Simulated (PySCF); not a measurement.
# C₄H₁₀OSi: runs on many settings

Which settings matter for C₄H₁₀OSi (`CO[SiH2]C1CC1`), and how do bad ones show?

Programs: PySCF 2.14.0, with density-fitted response routines of our own. Each step states its level of theory. These are calculated values for one molecule in the gas phase, unless marked as measured. Atoms count from 0, in the outputs and in this text.

### Step 1. The molecule as given

16 atoms, charge 0, multiplicity 1; geometry from: GFN2-xTB.

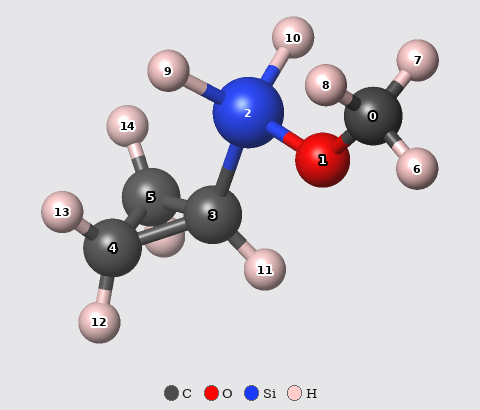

The starting geometry (carbon dark grey, oxygen red, silicon blue, hydrogen pink), atoms numbered.

### Step 2. Shielding tensors: PBE0/pcSseg-1

Job settings and geometry (Å):

```
{"job": {"kind": "nmr", "xc": "PBE0", "basis": "pcSseg-1"}, "charge": 0, "multiplicity": 1}
C      2.940309    -0.772232     0.095932
O      1.559860    -0.757746    -0.086069
Si     0.578606     0.533639    -0.105763
C     -1.093144    -0.244011    -0.429792
C     -2.191501    -0.134519     0.591269
C     -2.270730     0.655290    -0.670004
H      3.279842    -1.807254     0.038629
H      3.441275    -0.184864    -0.677581
H      3.208375    -0.359124     1.071258
H      0.620719     1.261295     1.170714
H      0.968965     1.476152    -1.165721
H     -1.089802    -1.164040    -1.001783
H     -2.860362    -0.973830     0.715032
H     -1.988150     0.392309     1.511214
H     -2.113236     1.722015    -0.613354
H     -2.998624     0.365863    -1.413898
```

Level: GIAO PBE0/pcSseg-1 NMR shielding, non-relativistic, gas phase.

Run with:

```console
$ OMP_NUM_THREADS=1 python probes_run.py task.json out
```

The driver reads the jobs from task.json and runs them one after another.

Log:

```text
coarse grid: 13256 points
cycle   1  E = -522.5770751185  dE =  7.273e-01  |g| = 6.888e-01  |ddm| = 3.433e+00
cycle   2  E = -522.4524997046  dE =  1.246e-01  |g| = 1.065e+00  |ddm| = 1.550e+00
cycle   3  E = -522.6687110295  dE = -2.162e-01  |g| = 8.662e-02  |ddm| = 1.076e+00
cycle   4  E = -522.6698348660  dE = -1.124e-03  |g| = 4.279e-02  |ddm| = 9.358e-02
cycle   5  E = -522.6702722384  dE = -4.374e-04  |g| = 5.742e-03  |ddm| = 3.809e-02
cycle   6  E = -522.6702790456  dE = -6.807e-06  |g| = 1.237e-03  |ddm| = 5.733e-03
final grid: 121688 points
cycle   7  E = -522.7160120132  dE = -2.593e-05  |g| = 1.063e-02  |ddm| = 2.232e-02
cycle   8  E = -522.7159911751  dE =  2.084e-05  |g| = 1.495e-02  |ddm| = 1.750e-02
cycle   9  E = -522.7160352145  dE = -4.404e-05  |g| = 1.215e-03  |ddm| = 1.068e-02
cycle  10  E = -522.7160355236  dE = -3.091e-07  |g| = 1.835e-04  |ddm| = 1.178e-03
cycle  11  E = -522.7160355298  dE = -6.263e-09  |g| = 6.153e-05  |ddm| = 2.064e-04
cycle  12  E = -522.7160355306  dE = -7.751e-10  |g| = 1.857e-05  |ddm| = 5.654e-05
converged SCF energy = -522.7160355306

GIAO shielding tensors (ppm)
atom      isotropic    diamagn.    paramagn.     s11        s22        s33       span
  0 C      132.840     240.336    -107.496    105.531    107.406    185.584     80.054
  1 O      335.287     400.155     -64.868    296.430    352.485    356.946     60.516
  2 Si     357.009     881.680    -524.671    315.724    326.099    429.205    113.482
  3 C      191.468     251.765     -60.297    164.389    178.681    231.333     66.944
  4 C      180.387     251.918     -71.531    152.617    173.704    214.842     62.225
  5 C      186.646     255.109     -68.463    161.225    180.238    218.474     57.250
  6 H       27.655      27.336       0.319     23.282     25.379     34.303     11.021
  7 H       27.992      27.560       0.433     23.837     25.638     34.502     10.665
  8 H       28.006      27.916       0.090     23.819     25.667     34.534     10.716
  9 H       27.345      31.416      -4.072     24.025     26.463     31.545      7.521
 10 H       26.770      30.942      -4.172     23.020     25.884     31.405      8.384
 11 H       31.857      32.690      -0.832     24.670     28.736     42.165     17.495
 12 H       30.995      30.481       0.514     25.198     26.546     41.242     16.044
 13 H       31.472      31.810      -0.338     25.686     28.217     40.511     14.825
 14 H       31.815      31.954      -0.139     25.800     28.580     41.065     15.266
 15 H       31.182      30.667       0.514     25.276     26.673     41.596     16.320
```

Run time: 18 s. Hardware: 1 thread of Arm Neoverse V2, shared host; peak memory 0.83 GiB.

Shifts follow as δ = σ(reference) − σ, with reference shieldings (ppm) from runs at the same level and on the same kind of geometry: ¹H TMS 31.72, ¹³C TMS 186.9, ²⁹Si TMS 349.2, ¹⁷O H2O 336.1. The references are single molecules in the gas phase, so shifts against H2O, NH3, PH3, H3PO4 or CFCl3 are not on the usual liquid scales and can be off by tens of ppm. Atoms listed in one row are averaged.

```
     atoms                               environment  σ (ppm)  δ (ppm)  δ scaled to CDCl3
        C0                 methyl carbon bonded to O    132.8     54.1               50.9
    C4, C5                three-membered-ring carbon    183.5      3.4                1.4
        C3                three-membered-ring carbon    191.5     -4.5               -6.3
   H9, H10      hydrogen on a silicon bonded to C, O    27.06     4.66                  –
H6, H7, H8   hydrogen on a methyl carbon bonded to O    27.88     3.83               3.72
  H12, H15  hydrogen on a three-membered-ring carbon    31.09     0.63               0.70
  H13, H14  hydrogen on a three-membered-ring carbon    31.64     0.07               0.17
       H11  hydrogen on a three-membered-ring carbon    31.86    -0.14              -0.03
        O1                    oxygen bonded to C, Si    335.3      0.8                  –
       Si2               silicon bonded to C, O, 2 H    357.0     -7.9                  –
```

The scaled column applies a straight-line fit of computed shieldings to shifts measured in CDCl3 (root-mean-square error 0.16 ppm for H, 1.9 ppm for C).

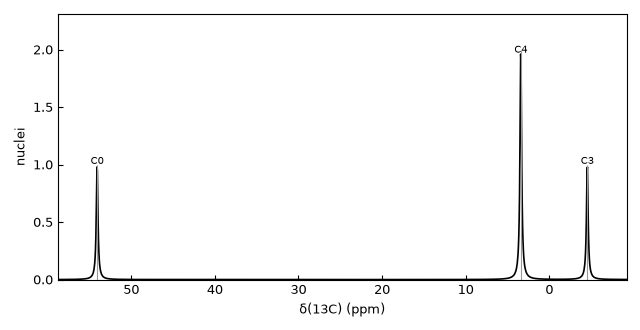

¹³C lines at the computed shifts, without couplings. Lines are broadened to a width of 0.23 ppm (Lorentzian).

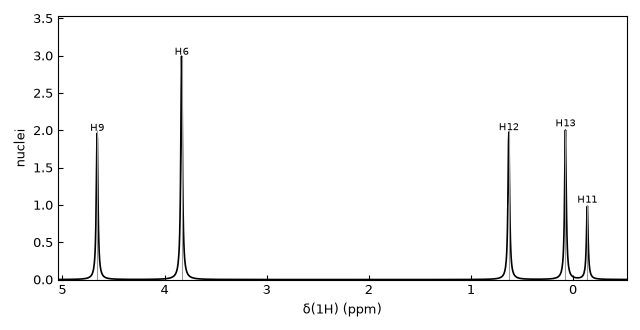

¹H lines at the computed shifts, without couplings. Lines are broadened to a width of 0.02 ppm (Lorentzian).

The run also stored atomic charges by several schemes (e):

```
 atoms  Mulliken    IAO  Hirshfeld  ESP fit
    C0      0.00  -0.20      -0.03    -0.08
    O1     -0.63  -0.64      -0.23    -0.41
   Si2      0.88   1.02       0.39     0.61
    C3     -0.53  -0.43      -0.13    -0.30
C4, C5     -0.21  -0.28      -0.09    -0.29
```

IAO charges:

C0 -0.20; O1 -0.64; Si2 1.02; C3 -0.43; C4 -0.28; C5 -0.28; H6 0.15; H7 0.13; H8 0.13; H9 -0.17; H10 -0.17; H11 0.16; H12 0.15; H13 0.14; H14 0.14; H15 0.15

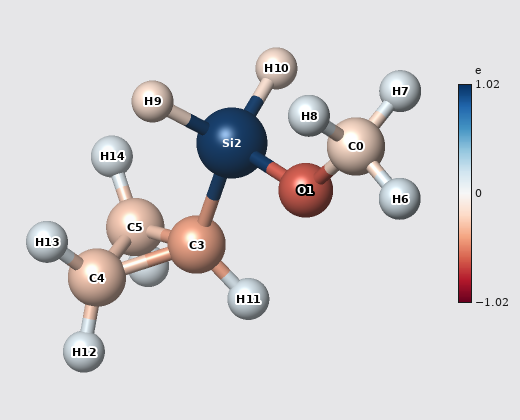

IAO charges, as colours on the atoms.

Mayer bond orders: C0–O1 0.90, O1–Si2 0.99, Si2–C3 0.87, C3–C4 0.96, C4–C5 0.97, C5–C3 0.95.

Ring of atoms C3, C4, C5: NICS(0) -45.7, NICS(1) -8.8, NICS(1)zz -23.9 ppm (means of both faces). The ring holds saturated atoms, so no π current runs round it: these values come from its σ bonds, any local π bonds and neighbouring rings, and say nothing of aromaticity.

In rings of three or four atoms NICS is ruled by the nearby σ bonds, so it says little on aromaticity.

Orbitals, density, ELF and potential are computed afterwards from the orbital file.

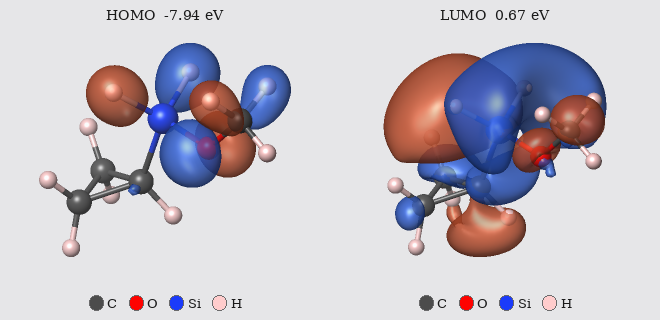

PBE0/pcSseg-1 orbitals near the gap, drawn at the value that encloses 70 % of each; the two colours are the two signs.

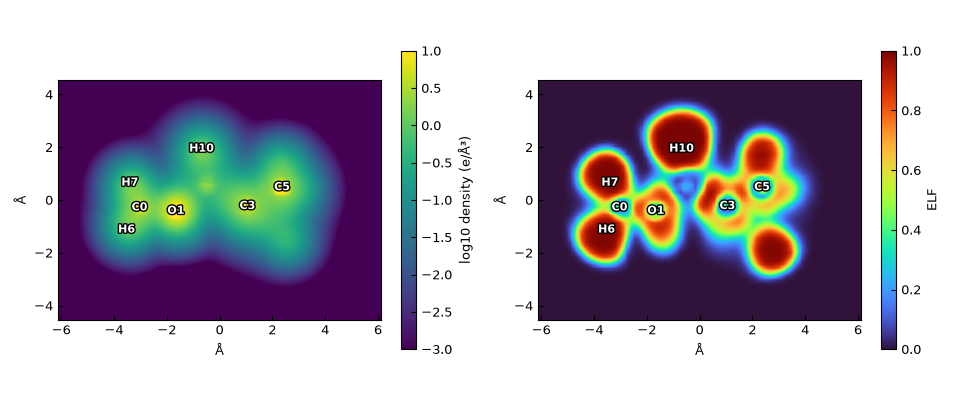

Density (left) and ELF (right) in a plane through or near 7 of the atoms.

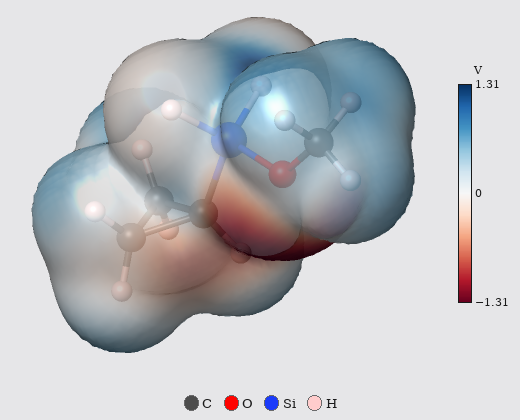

The potential that a unit positive charge feels on the 0.002 e/bohr³ surface, from -1.31 V near O1 to 1.06 V near H14.

### Step 3. Excited states and response: PBE0/def2-SVPD

Settings changed since step 2:

```diff
@@ -1,2 +1,2 @@
-{"job": {"kind": "nmr", "xc": "PBE0", "basis": "pcSseg-1"}, "charge": 0, "multiplicity": 1}
+{"job": {"kind": "uv", "xc": "PBE0", "basis": "def2-SVPD", "nstates": 6, "ntriplets": 2}, "charge": 0, "multiplicity": 1}
 C      2.940309    -0.772232     0.095932
```

Level: TDDFT PBE0/def2-SVPD, vertical, gas phase, core orbitals frozen in the response.

Log:

```text
coarse grid: 13256 points
cycle   1  E = -522.3464264384  dE =  6.755e-01  |g| = 6.488e-01  |ddm| = 5.390e+00
cycle   2  E = -522.2151231314  dE =  1.313e-01  |g| = 1.042e+00  |ddm| = 1.726e+00
cycle   3  E = -522.4328610772  dE = -2.177e-01  |g| = 8.469e-02  |ddm| = 1.032e+00
cycle   4  E = -522.4339957500  dE = -1.135e-03  |g| = 4.390e-02  |ddm| = 1.501e-01
cycle   5  E = -522.4344795938  dE = -4.838e-04  |g| = 5.029e-03  |ddm| = 6.419e-02
cycle   6  E = -522.4344851779  dE = -5.584e-06  |g| = 1.297e-03  |ddm| = 1.308e-02
final grid: 121688 points
cycle   7  E = -522.5096749695  dE = -2.717e-05  |g| = 9.808e-03  |ddm| = 1.085e-01
cycle   8  E = -522.5096558093  dE =  1.916e-05  |g| = 1.382e-02  |ddm| = 2.512e-02
cycle   9  E = -522.5096962699  dE = -4.046e-05  |g| = 1.228e-03  |ddm| = 1.392e-02
cycle  10  E = -522.5096966066  dE = -3.366e-07  |g| = 1.716e-04  |ddm| = 1.509e-03
cycle  11  E = -522.5096966123  dE = -5.699e-09  |g| = 6.449e-05  |ddm| = 4.525e-04
cycle  12  E = -522.5096966132  dE = -9.543e-10  |g| = 1.924e-05  |ddm| = 1.071e-04
converged SCF energy = -522.5096966132

Static polarisability (au): isotropic 75.649, principal 66.562 69.807 90.577

Singlet excitations
state   eV       nm        f      main configurations
  1   6.9333    178.8   0.00358   H->L 0.97
  2   7.2192    171.7   0.01372   H-1->L 0.94
  3   7.5660    163.9   0.00744   H-2->L 0.88
  4   7.8025    158.9   0.03994   H->L+1 0.78
  5   7.8700    157.5   0.01935   H-3->L 0.55, H-1->L+1 0.40
  6   7.9855    155.3   0.00609   H->L+2 0.84, H->L+1 0.08

Triplet excitations (Tamm-Dancoff, eV): 6.6216 6.9324
```

Run time: 28 s. Hardware: 1 thread of Arm Neoverse V2, shared host; peak memory 0.8 GiB.

The orbitals next to the gap, with their largest atomic shares:

```
orbital     eV                        atoms
 HOMO−3  -8.84    O1 37 %, C0 11 %, C5 10 %
 HOMO−2  -8.47    C3 34 %, C4 18 %, C5 17 %
 HOMO−1  -8.11    C3 22 %, C5 20 %, C4 20 %
   HOMO  -7.98  O1 43 %, Si2 16 %, H10 10 %
   LUMO   0.35   Si2 27 %, C0 12 %, H9 11 %
 LUMO+1   0.90    Si2 25 %, C0 10 %, C5 9 %
 LUMO+2   1.30    Si2 27 %, O1 10 %, H9 9 %
```

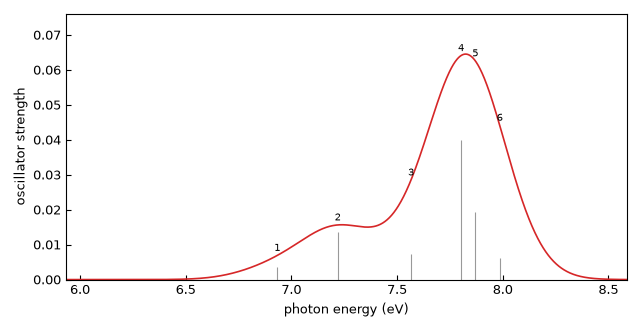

Absorption spectrum from the 6 singlet states computed; above the last one it falls off for lack of states. Lines are broadened to a width of 0.40 eV (Gaussian).

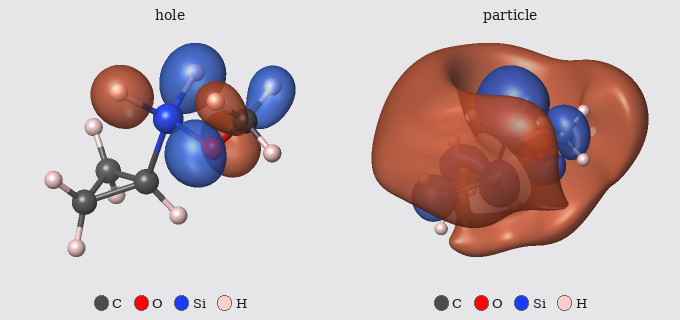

Leading natural transition orbitals of singlet state 4: the electron leaves the hole (left) for the particle orbital (right).

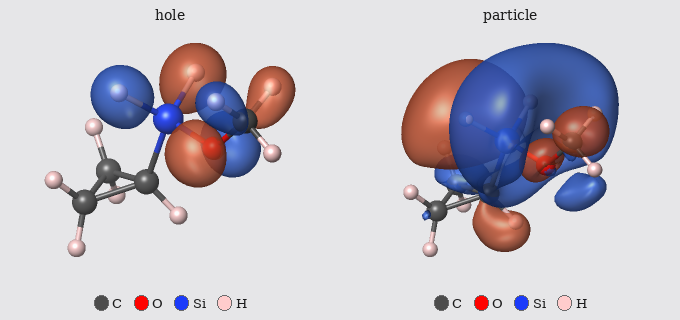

Leading natural transition orbitals of singlet state 1: the electron leaves the hole (left) for the particle orbital (right).

Further results of this job:

```
           property  computed
  dipole moment (D)      0.36
polarisability (Å³)     11.21
 HOMO–LUMO gap (eV)      8.34
      −ε(HOMO) (eV)      7.98
```

### Step 4. Nuclear shieldings: OLYP/pcseg-1

Settings changed since step 3:

```diff
@@ -1,2 +1,2 @@
-{"job": {"kind": "uv", "xc": "PBE0", "basis": "def2-SVPD", "nstates": 6, "ntriplets": 2}, "charge": 0, "multiplicity": 1}
+{"job": {"kind": "nmr", "xc": "OLYP", "basis": "pcseg-1", "pop": false}, "charge": 0, "multiplicity": 1}
 C      2.940309    -0.772232     0.095932
```

With the program's defaults for keys left out, this is: GIAO OLYP/pcseg-1 NMR shielding, non-relativistic, gas phase.

Log:

```text
coarse grid: 13256 points
cycle   1  E = -522.8061948320  dE =  5.718e-01  |g| = 7.524e-01  |ddm| = 3.912e+00
cycle   2  E = -522.4047501959  dE =  4.014e-01  |g| = 1.563e+00  |ddm| = 2.968e+00
cycle   3  E = -522.9287965463  dE = -5.240e-01  |g| = 1.683e-01  |ddm| = 2.329e+00
cycle   4  E = -522.9341799237  dE = -5.383e-03  |g| = 8.249e-02  |ddm| = 2.498e-01
cycle   5  E = -522.9357941770  dE = -1.614e-03  |g| = 1.215e-02  |ddm| = 9.079e-02
cycle   6  E = -522.9358317176  dE = -3.754e-05  |g| = 3.988e-03  |ddm| = 1.832e-02
cycle   7  E = -522.9358356780  dE = -3.960e-06  |g| = 8.181e-04  |ddm| = 4.568e-03
final grid: 121688 points
cycle   8  E = -522.9820819459  dE = -1.413e-05  |g| = 2.003e-02  |ddm| = 4.018e-02
cycle   9  E = -522.9818645318  dE =  2.174e-04  |g| = 3.891e-02  |ddm| = 4.903e-02
cycle  10  E = -522.9821603419  dE = -2.958e-04  |g| = 2.943e-03  |ddm| = 3.530e-02
cycle  11  E = -522.9821625258  dE = -2.184e-06  |g| = 3.587e-04  |ddm| = 3.761e-03
cycle  12  E = -522.9821625570  dE = -3.129e-08  |g| = 9.475e-05  |ddm| = 5.934e-04
cycle  13  E = -522.9821625592  dE = -2.198e-09  |g| = 3.292e-05  |ddm| = 1.327e-04
cycle  14  E = -522.9821625595  dE = -2.740e-10  |g| = 7.521e-06  |ddm| = 4.218e-05
converged SCF energy = -522.9821625595

GIAO shielding tensors (ppm)
atom      isotropic    diamagn.    paramagn.     s11        s22        s33       span
  0 C      137.071     238.517    -101.446    108.326    112.759    190.127     81.801
  1 O      319.881     399.750     -79.869    289.525    332.229    337.890     48.366
  2 Si     343.095     882.150    -539.055    298.659    314.088    416.538    117.879
  3 C      193.099     247.310     -54.211    167.019    181.479    230.799     63.780
  4 C      182.962     250.598     -67.636    154.782    178.542    215.562     60.779
  5 C      188.431     253.596     -65.165    162.314    184.255    218.725     56.411
  6 H       27.694      27.404       0.290     23.502     25.389     34.190     10.688
  7 H       28.025      27.522       0.503     24.054     25.561     34.460     10.406
  8 H       28.038      27.910       0.128     24.020     25.598     34.497     10.478
  9 H       27.427      31.990      -4.564     24.136     26.540     31.605      7.469
 10 H       26.828      31.430      -4.602     23.159     25.879     31.446      8.287
 11 H       31.926      32.375      -0.449     24.973     29.098     41.706     16.733
 12 H       31.135      30.437       0.698     25.548     27.142     40.714     15.166
 13 H       31.585      31.949      -0.365     26.011     28.836     39.907     13.895
 14 H       31.913      32.042      -0.129     26.116     29.160     40.463     14.347
 15 H       31.330      30.597       0.733     25.669     27.264     41.057     15.388
```

Run time: 15 s. Hardware: 1 thread of Arm Neoverse V2, shared host; peak memory 0.65 GiB.

Key values: δ C0 54.8, C4 6.1, C3 -1.3, O1 17.8, H9 4.77, H6 3.98 ppm (means over like atoms).

### Step 5. NMR shieldings: r2SCAN/3-21G

Settings changed since step 4:

```diff
@@ -1,2 +1,2 @@
-{"job": {"kind": "nmr", "xc": "OLYP", "basis": "pcseg-1", "pop": false}, "charge": 0, "multiplicity": 1}
+{"job": {"kind": "nmr", "xc": "r2SCAN", "basis": "3-21G", "pop": true, "scf": {"aux": "cc-pvdz-ri", "max_cycle": 76}, "gauge": [0, 0, 50]}, "charge": 0, "multiplicity": 1}
 C      2.940309    -0.772232     0.095932
```

Level: common gauge origin r2SCAN/3-21G NMR shielding, non-relativistic, gas phase.

Log:

```text
final grid: 121688 points
cycle   1  E = -520.0586677159  dE =  3.321e-01  |g| = 6.946e-01  |ddm| = 3.648e+00
cycle   2  E = -519.7945568816  dE =  2.641e-01  |g| = 1.327e+00  |ddm| = 2.439e+00
cycle   3  E = -520.1518114929  dE = -3.573e-01  |g| = 1.381e-01  |ddm| = 1.871e+00
cycle   4  E = -520.1558486784  dE = -4.037e-03  |g| = 5.515e-02  |ddm| = 2.405e-01
cycle   5  E = -520.1566140084  dE = -7.653e-04  |g| = 7.732e-03  |ddm| = 7.854e-02
cycle   6  E = -520.1566300059  dE = -1.600e-05  |g| = 3.307e-03  |ddm| = 1.465e-02
cycle   7  E = -520.1566328730  dE = -2.867e-06  |g| = 5.050e-04  |ddm| = 4.397e-03
cycle   8  E = -520.1566329399  dE = -6.688e-08  |g| = 1.000e-04  |ddm| = 6.852e-04
cycle   9  E = -520.1566329426  dE = -2.744e-09  |g| = 2.681e-05  |ddm| = 1.539e-04
cycle  10  E = -520.1566329428  dE = -1.874e-10  |g| = 9.184e-06  |ddm| = 4.243e-05
converged SCF energy = -520.1566329428

GIAO shielding tensors (ppm)
atom      isotropic    diamagn.    paramagn.     s11        s22        s33       span
  0 C      361.565     560.217    -198.652  -1159.721    430.974   1813.441   2973.163
  1 O      235.247     432.507    -197.260  -1669.041     49.359   2325.422   3994.463
  2 Si     477.750    1074.589    -596.839     79.467    541.894    811.889    732.423
  3 C     -240.583    -471.836     231.253  -1012.087   -558.515    848.853   1860.940
  4 C     1397.529    2249.715    -852.186   -221.770   1990.526   2423.832   2645.602
  5 C     -563.794    -996.486     432.692  -1685.355   -990.753    984.727   2670.082
  6 H      -64.397    -117.265      52.867  -2024.052   -155.788   1986.649   4010.701
  7 H    -1436.471   -2244.494     808.023  -3024.712  -2220.454    935.752   3960.464
  8 H     2034.834    3124.654   -1089.820   -417.978   3034.557   3487.925   3905.903
  9 H     2755.065    3500.806    -745.741   -381.714   4109.865   4537.045   4918.759
 10 H    -2170.566   -2731.315     560.749  -4067.402  -3321.610    877.315   4944.717
 11 H    -1455.240   -2310.927     855.687  -3070.964  -2352.810   1058.054   4129.018
 12 H      678.533    1109.319    -430.786  -1517.828    958.057   2595.370   4113.197
 13 H     2397.951    3847.098   -1449.148    -52.598   3452.171   3794.279   3846.877
 14 H     -240.722    -394.552     153.831  -2033.660   -526.645   1838.141   3871.801
 15 H    -1723.262   -2841.805    1118.543  -3069.363  -2789.724    689.302   3758.665
```

Wall time 5.8 s (1 thread of Arm Neoverse V2, shared host); peak memory 0.42 GiB.

A normal end doesn't make this result sound: the fitting basis cc-pvdz-ri is not made for Coulomb and exchange fitting here; a common gauge origin replaces GIAOs, so the shieldings depend on where the origin lies. Its shieldings differ from those of step 2 (PBE0/pcSseg-1) by up to 2728 ppm (H9).

### Step 6. Shielding tensors: r2SCAN/pcSseg-1

Settings changed since step 5:

```diff
@@ -1,2 +1,2 @@
-{"job": {"kind": "nmr", "xc": "r2SCAN", "basis": "3-21G", "pop": true, "scf": {"aux": "cc-pvdz-ri", "max_cycle": 76}, "gauge": [0, 0, 50]}, "charge": 0, "multiplicity": 1}
+{"job": {"kind": "nmr", "xc": "r2SCAN", "basis": "pcSseg-1", "pop": true, "grid": 0, "scf": {"max_cycle": 93}}, "charge": 0, "multiplicity": 1}
 C      2.940309    -0.772232     0.095932
```

Method: r2SCAN/pcSseg-1.

Log:

```text
NotImplementedError: meta-GGA GIAO
```

It took 9.9 s on 1 thread of Arm Neoverse V2, shared host; peak memory 0.53 GiB.

**What went wrong.** This response code has no terms for the kinetic-energy density, so it refuses meta-GGA functionals here. Cure: take a GGA or a hybrid, or another code.

### Step 7. Comparing the runs: NMR shifts

Shifts (ppm) of some atoms, chosen among heavy atoms and hydrogens apart, means over like atoms, with basis size and wall time:

```
          run    C0   C4    C3    H6    H11    O1    Si2  functions  time
PBE0/pcSseg-1  54.1  3.4  -4.5  3.83  -0.14   0.8   -7.9        159  18 s
 OLYP/pcseg-1  54.8  6.1  -1.3  3.98  -0.02  17.8  -20.4        138  15 s
```

### Step 8. Summary of results

| quantity | value |
| --- | --- |
| ¹³C shifts against TMS (PBE0/pcSseg-1, means over atoms taken as alike) | 54.1, 3.4, -4.5 ppm |
| ¹H shifts against TMS (PBE0/pcSseg-1, means over atoms taken as alike) | 4.66, 3.83, 0.63, 0.07, -0.14 ppm |
| ¹⁷O shifts against H2O (PBE0/pcSseg-1) | 0.8 ppm |
| ²⁹Si shifts against TMS (PBE0/pcSseg-1) | -7.9 ppm |
| potential on the surface of density 0.002 e/bohr³, 1st and 99th percentile | -1.31 V and 1.06 V |
| lowest singlet (PBE0/def2-SVPD) | 6.93 eV (179 nm), f = 0.004 |
| brightest single state of those computed | state 4, 7.80 eV, f = 0.040 |
| lowest triplet | 6.62 eV |
| range of the shift of O1 | 0.8 to 17.8 ppm |
| property runs in this session | 5, of which 1 failed and 1 gave unsound results |

In words: Single values in the summary come from the first sound run of each kind (PBE0/pcSseg-1; PBE0/def2-SVPD), which need not be the best level. C0 (methyl carbon bonded to O) lies farthest downfield among carbon, at 54.1 ppm; pulled downfield by the heteroatom. At PBE0/pcSseg-1: Shielding is most anisotropic at Si2 (span 113 ppm, paramagnetic term -525 ppm). The first singlet state (HOMO→LUMO 0.97) lies at 6.93 eV and is weak; of the 6 states computed, the strongest absorption comes from state 4 at 7.80 eV. The lowest triplet lies 0.31 eV below the lowest singlet (triplets in Tamm-Dancoff, singlets in full TDDFT). Across the 2 runs the shift of O1 moves most, between 0.8 (PBE0/pcSseg-1) and 17.8 ppm (OLYP/pcseg-1).
